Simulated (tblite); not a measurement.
Geometry relaxation, with input and output: C2H7BF2GeO (part 4 of 4)

Continued. System: C2H7BF2GeO. Method: GFN2-xTB geometry optimisation, gas phase (tblite 0.8.0). It belongs to a series of runs on one base structure; here: H on Ge replaced by CH2OCH3.

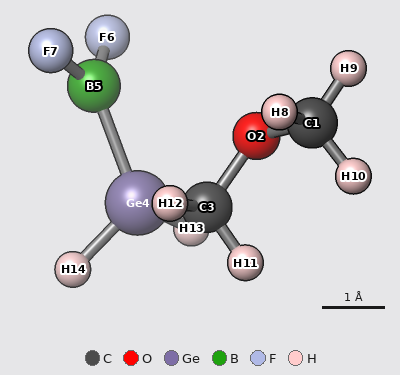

Fig. 1: The geometry at step 117 of the log (ball-and-stick view, seen at a tilt; atoms are numbered from 1 in the order of the input).

Trajectory as extended XYZ, continued:
```
14
Properties=species:S:1:pos:R:3:forces:R:3 step=106 energy=-669.75213
C     2.0863    0.7734   -0.5621    0.0010  -0.0060  -0.0030
O     0.8131    0.1798   -0.5418    0.0000   0.0030   0.0130
C     0.4969   -0.4412    0.6885    0.0030  -0.0040   0.0040
Ge   -1.3546   -1.0731    0.3461    0.0090   0.0150  -0.0130
B    -2.3870    0.4943   -0.4173   -0.0090   0.0070   0.0040
F    -3.0467    0.4636   -1.5518    0.0090   0.0030   0.0070
F    -2.4350    1.6611    0.1866   -0.0050  -0.0140  -0.0130
H     2.1513    1.5919    0.1659   -0.0010  -0.0120  -0.0020
H     2.2362    1.1655   -1.5663   -0.0010   0.0090   0.0040
H     2.8666    0.0369   -0.3360    0.0040  -0.0030  -0.0070
H     1.2074   -1.2459    0.9135    0.0020   0.0020  -0.0030
H     0.5446    0.2817    1.5147   -0.0120   0.0000  -0.0110
H    -1.2709   -2.2495   -0.5752    0.0030   0.0080   0.0070
H    -1.9087   -1.6390    1.6235   -0.0030  -0.0080   0.0120
14
Properties=species:S:1:pos:R:3:forces:R:3 step=108 energy=-669.75221
C     2.0859    0.7731   -0.5625    0.0010  -0.0020   0.0000
O     0.8124    0.1806   -0.5412   -0.0010   0.0010   0.0020
C     0.4974   -0.4420    0.6884    0.0000  -0.0020   0.0020
Ge   -1.3544   -1.0711    0.3469    0.0010  -0.0040   0.0010
B    -2.3871    0.4949   -0.4179   -0.0100  -0.0040  -0.0080
F    -3.0413    0.4653   -1.5556    0.0100   0.0000   0.0080
F    -2.4414    1.6596    0.1884   -0.0050   0.0040  -0.0030
H     2.1508    1.5905    0.1663    0.0060  -0.0040   0.0000
H     2.2352    1.1658   -1.5665   -0.0010   0.0110   0.0030
H     2.8665    0.0366   -0.3373    0.0010  -0.0060  -0.0070
H     1.2082   -1.2471    0.9103    0.0010  -0.0010   0.0050
H     0.5450    0.2793    1.5155   -0.0010   0.0060  -0.0030
H    -1.2688   -2.2489   -0.5715   -0.0010   0.0010  -0.0030
H    -1.9090   -1.6371    1.6250    0.0010  -0.0010   0.0030
14
Properties=species:S:1:pos:R:3:forces:R:3 step=110 energy=-669.75225
C     2.0860    0.7728   -0.5624    0.0020   0.0010   0.0000
O     0.8126    0.1802   -0.5414    0.0000  -0.0020  -0.0050
C     0.4981   -0.4429    0.6880   -0.0010   0.0040   0.0000
Ge   -1.3545   -1.0696    0.3483   -0.0060  -0.0080   0.0070
B    -2.3881    0.4954   -0.4176   -0.0060  -0.0010  -0.0060
F    -3.0376    0.4642   -1.5578    0.0070   0.0000   0.0050
F    -2.4468    1.6604    0.1878   -0.0040   0.0010  -0.0020
H     2.1502    1.5898    0.1667    0.0090  -0.0020   0.0060
H     2.2357    1.1670   -1.5658   -0.0030   0.0060   0.0010
H     2.8669    0.0364   -0.3375   -0.0010  -0.0050  -0.0080
H     1.2081   -1.2491    0.9087    0.0000   0.0030   0.0080
H     0.5466    0.2785    1.5147    0.0030   0.0030   0.0030
H    -1.2700   -2.2469   -0.5703   -0.0020  -0.0030  -0.0070
H    -1.9079   -1.6368    1.6269    0.0020   0.0030  -0.0020
14
Properties=species:S:1:pos:R:3:forces:R:3 step=112 energy=-669.75231
C     2.0864    0.7729   -0.5624    0.0010   0.0030   0.0000
O     0.8123    0.1813   -0.5420    0.0040  -0.0020  -0.0030
C     0.4984   -0.4436    0.6866   -0.0020   0.0070  -0.0010
Ge   -1.3556   -1.0689    0.3506   -0.0060  -0.0020   0.0020
B    -2.3901    0.4953   -0.4168    0.0090   0.0080   0.0030
F    -3.0289    0.4638   -1.5627   -0.0020   0.0000  -0.0010
F    -2.4551    1.6602    0.1886   -0.0060  -0.0120  -0.0050
H     2.1515    1.5889    0.1678    0.0090  -0.0050   0.0090
H     2.2365    1.1694   -1.5648   -0.0050   0.0010   0.0000
H     2.8666    0.0353   -0.3389   -0.0030  -0.0020  -0.0100
H     1.2077   -1.2511    0.9053   -0.0030   0.0080   0.0080
H     0.5481    0.2770    1.5142    0.0060  -0.0010   0.0040
H    -1.2729   -2.2461   -0.5682   -0.0030  -0.0050  -0.0070
H    -1.9055   -1.6351    1.6308    0.0010   0.0010   0.0010
14
Properties=species:S:1:pos:R:3:forces:R:3 step=115 energy=-669.75253
C     2.0850    0.7732   -0.5645   -0.0030  -0.0020   0.0000
O     0.8066    0.1903   -0.5394    0.0020   0.0050   0.0100
C     0.4967   -0.4418    0.6867   -0.0010   0.0010   0.0050
Ge   -1.3587   -1.0703    0.3566    0.0160   0.0160  -0.0210
B    -2.3899    0.4941   -0.4167    0.0280   0.0080   0.0160
F    -2.9988    0.4682   -1.5784   -0.0160  -0.0010  -0.0160
F    -2.4751    1.6546    0.1949   -0.0070  -0.0200  -0.0030
H     2.1631    1.5841    0.1705   -0.0020  -0.0140   0.0070
H     2.2307    1.1756   -1.5653   -0.0050  -0.0020   0.0010
H     2.8607    0.0276   -0.3518   -0.0010   0.0020  -0.0110
H     1.2083   -1.2493    0.8987   -0.0060   0.0020   0.0040
H     0.5486    0.2726    1.5194    0.0050   0.0090  -0.0030
H    -1.2725   -2.2483   -0.5622   -0.0110   0.0020   0.0060
H    -1.9055   -1.6311    1.6396    0.0010  -0.0070   0.0050
14
Properties=species:S:1:pos:R:3:forces:R:3 step=117 energy=-669.75279
C     2.0808    0.7708   -0.5691   -0.0010  -0.0050   0.0050
O     0.7975    0.1997   -0.5313   -0.0090   0.0130   0.0020
C     0.4939   -0.4371    0.6940    0.0040  -0.0020   0.0090
Ge   -1.3594   -1.0718    0.3620    0.0270   0.0150  -0.0210
B    -2.3835    0.4938   -0.4191    0.0260  -0.0260   0.0240
F    -2.9695    0.4731   -1.5918   -0.0260  -0.0100  -0.0530
F    -2.4898    1.6485    0.1981    0.0000   0.0150   0.0260
H     2.1805    1.5707    0.1755   -0.0110  -0.0150   0.0060
H     2.2138    1.1855   -1.5667   -0.0050  -0.0040   0.0040
H     2.8520    0.0144   -0.3797    0.0040   0.0020  -0.0090
H     1.2103   -1.2406    0.9021   -0.0030  -0.0190   0.0010
H     0.5456    0.2738    1.5290    0.0030   0.0290   0.0050
H    -1.2609   -2.2484   -0.5589   -0.0210   0.0080   0.0190
H    -1.9120   -1.6329    1.6441    0.0110  -0.0020  -0.0160
14
Properties=species:S:1:pos:R:3:forces:R:3 step=119 energy=-669.75311
C     2.0791    0.7694   -0.5707    0.0000  -0.0010   0.0020
O     0.7955    0.2002   -0.5292   -0.0120   0.0060  -0.0090
C     0.4946   -0.4373    0.6966    0.0080   0.0110   0.0050
Ge   -1.3582   -1.0699    0.3636    0.0090   0.0040   0.0000
B    -2.3810    0.4946   -0.4212   -0.0170  -0.0060  -0.0210
F    -2.9564    0.4757   -1.6013    0.0130  -0.0030   0.0210
F    -2.5028    1.6452    0.2021    0.0040  -0.0130   0.0020
H     2.1834    1.5631    0.1788   -0.0040  -0.0010   0.0190
H     2.2076    1.1919   -1.5655   -0.0080  -0.0050  -0.0040
H     2.8502    0.0110   -0.3915    0.0120  -0.0070  -0.0060
H     1.2107   -1.2414    0.9033   -0.0030  -0.0110   0.0010
H     0.5474    0.2749    1.5306    0.0070   0.0190   0.0100
H    -1.2586   -2.2479   -0.5544   -0.0210   0.0020   0.0110
H    -1.9121   -1.6299    1.6470    0.0130   0.0070  -0.0310
14
Properties=species:S:1:pos:R:3:forces:R:3 step=121 energy=-669.75347
C     2.0786    0.7658   -0.5726    0.0060   0.0030   0.0000
O     0.7953    0.1967   -0.5288   -0.0060   0.0000  -0.0130
C     0.4939   -0.4338    0.7005    0.0070   0.0180   0.0010
Ge   -1.3559   -1.0693    0.3633   -0.0110  -0.0010   0.0090
B    -2.3792    0.4933   -0.4228   -0.0230   0.0010  -0.0200
F    -2.9527    0.4757   -1.6040    0.0160  -0.0030   0.0260
F    -2.5037    1.6427    0.2026    0.0030  -0.0130  -0.0030
H     2.1886    1.5465    0.1898    0.0040   0.0010   0.0120
H     2.1978    1.2050   -1.5613   -0.0060  -0.0050  -0.0030
H     2.8517    0.0046   -0.4138    0.0060  -0.0030   0.0000
H     1.2098   -1.2362    0.9152   -0.0020   0.0040  -0.0020
H     0.5423    0.2863    1.5283    0.0120   0.0000   0.0130
H    -1.2567   -2.2471   -0.5536   -0.0120  -0.0070   0.0020
H    -1.9103   -1.6306    1.6454    0.0060   0.0070  -0.0240
14
Properties=species:S:1:pos:R:3:forces:R:3 step=124 energy=-669.75375
C     2.0806    0.7658   -0.5739   -0.0010  -0.0040  -0.0010
O     0.7941    0.2029   -0.5287    0.0090   0.0030   0.0180
C     0.4940   -0.4305    0.6994   -0.0040  -0.0030   0.0020
Ge   -1.3575   -1.0686    0.3663    0.0060   0.0080  -0.0110
B    -2.3824    0.4902   -0.4246   -0.0010   0.0210   0.0020
F    -2.9268    0.4802   -1.6187    0.0000  -0.0010   0.0120
F    -2.5298    1.6324    0.2102   -0.0010  -0.0280  -0.0150
H     2.2013    1.5349    0.1994   -0.0020  -0.0080  -0.0080
H     2.1930    1.2167   -1.5580    0.0020   0.0060   0.0010
H     2.8514   -0.0017   -0.4328   -0.0040   0.0000   0.0040
H     1.2091   -1.2347    0.9114   -0.0030   0.0060  -0.0100
H     0.5449    0.2859    1.5308    0.0040   0.0000  -0.0060
H    -1.2642   -2.2531   -0.5438   -0.0030   0.0040   0.0070
H    -1.9085   -1.6209    1.6513   -0.0030  -0.0040   0.0030
14
Properties=species:S:1:pos:R:3:forces:R:3 step=126 energy=-669.75389
C     2.0818    0.7668   -0.5747    0.0040  -0.0010  -0.0010
O     0.7911    0.2139   -0.5255    0.0100   0.0020   0.0170
C     0.4961   -0.4306    0.6979   -0.0020  -0.0050   0.0010
Ge   -1.3586   -1.0644    0.3707    0.0050   0.0010  -0.0020
B    -2.3848    0.4894   -0.4276   -0.0060   0.0250  -0.0060
F    -2.8948    0.4856   -1.6371    0.0050   0.0000   0.0260
F    -2.5701    1.6204    0.2174    0.0010  -0.0320  -0.0200
H     2.2131    1.5301    0.2028   -0.0020  -0.0110  -0.0120
H     2.1918    1.2233   -1.5568    0.0030   0.0020   0.0090
H     2.8476   -0.0076   -0.4425   -0.0120   0.0070  -0.0010
H     1.2102   -1.2391    0.8969   -0.0040   0.0020  -0.0070
H     0.5553    0.2767    1.5366   -0.0020   0.0020  -0.0080
H    -1.2711   -2.2567   -0.5302    0.0010   0.0070   0.0030
H    -1.9083   -1.6082    1.6602   -0.0010   0.0010   0.0020
14
Properties=species:S:1:pos:R:3:forces:R:3 step=128 energy=-669.75395
C     2.0823    0.7666   -0.5746    0.0040   0.0020   0.0000
O     0.7911    0.2154   -0.5245    0.0030   0.0020   0.0020
C     0.4969   -0.4311    0.6979   -0.0010  -0.0010   0.0000
Ge   -1.3583   -1.0627    0.3712    0.0000  -0.0020   0.0050
B    -2.3853    0.4897   -0.4285    0.0020   0.0010   0.0020
F    -2.8918    0.4857   -1.6388   -0.0040  -0.0050  -0.0040
F    -2.5783    1.6183    0.2168    0.0010  -0.0010   0.0030
H     2.2147    1.5287    0.2035    0.0020  -0.0040  -0.0030
H     2.1924    1.2247   -1.5559    0.0010  -0.0010   0.0050
H     2.8469   -0.0088   -0.4436   -0.0060   0.0030  -0.0020
H     1.2104   -1.2405    0.8941   -0.0020   0.0000  -0.0030
H     0.5580    0.2752    1.5371   -0.0020   0.0000  -0.0020
H    -1.2721   -2.2561   -0.5278    0.0020   0.0040  -0.0020
H    -1.9077   -1.6057    1.6614   -0.0010   0.0030  -0.0010
```

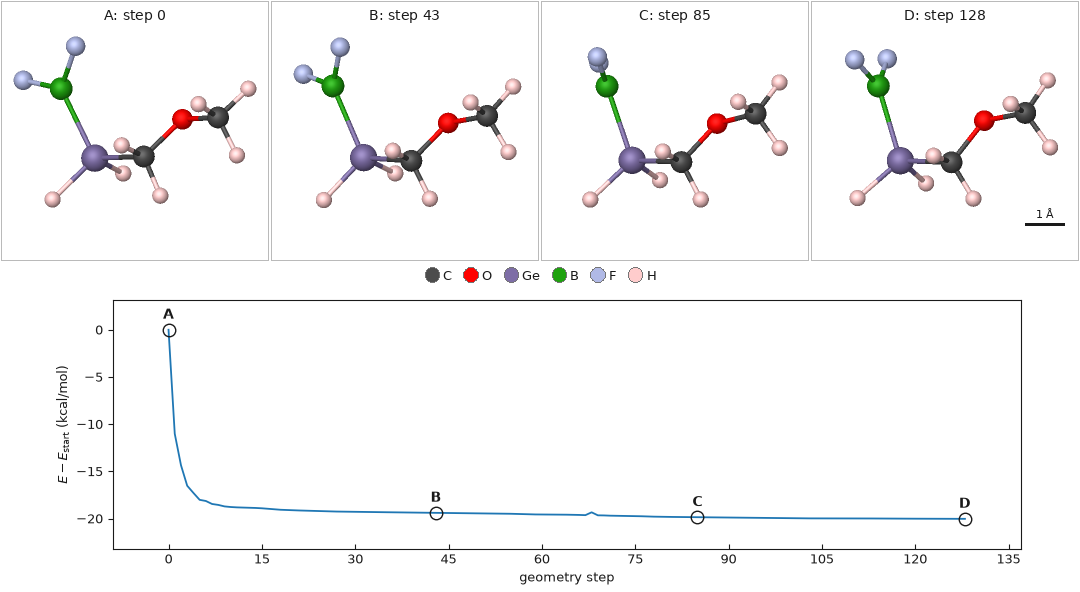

Fig. 2: Frames of the relaxation (ball-and-stick view, seen at a tilt) above the curves, on which the letters mark them (steps are counted from 0).

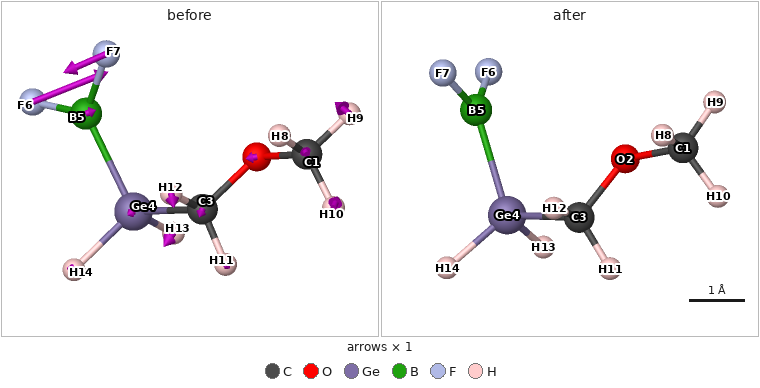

Fig. 3: Before (left) and after (right) the relaxation, at one scale (ball-and-stick view, seen at a tilt). The pink arrows give the displacements, at true length. F6 moves most after the best rigid fit: 1.50 Å. By element the largest moves are F 1.50 Å, H 0.45 Å, O 0.22 Å, B 0.20 Å, C 0.20 Å, Ge 0.15 Å. Distances before and after: B5–F6 1.450 → 1.312 Å, Ge4–H14 1.556 → 1.504 Å, Ge4–H13 1.541 → 1.497 Å, C3–Ge4 1.951 → 1.987 Å. Among the angles that change: O2–C3–Ge4 107.8° → 101.4°, F6–B5–F7 119.7° → 113.5°, B5–Ge4–H14 109.3° → 115.5°. Over 128 geometry steps the energy falls by 20.0 kcal/mol. The largest force component goes from 3.4 to 0.006 eV/Å. (Atoms are counted from 1 in the order of the input.)

The run was set up as follows.

The input:
```
{"job": {"kind": "relax", "xc": "GFN2-xTB", "basis": "xTB"}, "charge": 0, "multiplicity": 1}
C      2.247400     0.733400    -0.446200
O      0.948400     0.205200    -0.672400
C      0.476000    -0.345800     0.547300
Ge    -1.315800    -1.049100     0.227900
B     -2.548300     0.428600    -0.342500
F     -3.938100     0.146100    -0.642800
F     -2.042000     1.780500    -0.483600
H      2.215800     1.570300     0.300500
H      2.618300     1.151900    -1.400600
H      2.950300    -0.052700    -0.115800
H      1.108500    -1.180300     0.893400
H      0.383200     0.435200     1.335000
H     -1.256700    -2.140500    -0.858100
H     -1.847600    -1.683300     1.546100
```

The first line tells a small driver script what to run in tblite; the rest is the geometry in Å.

Launched with:
```bash
OMP_NUM_THREADS=1 python <driver script> task.json out
```

Results in brief:

```tsv
quantity	value
outcome	converged
total energy	−669.7540 eV
hardware	1 CPU thread, shared host
wall time	0.86 s
peak memory	0.18 GiB
```
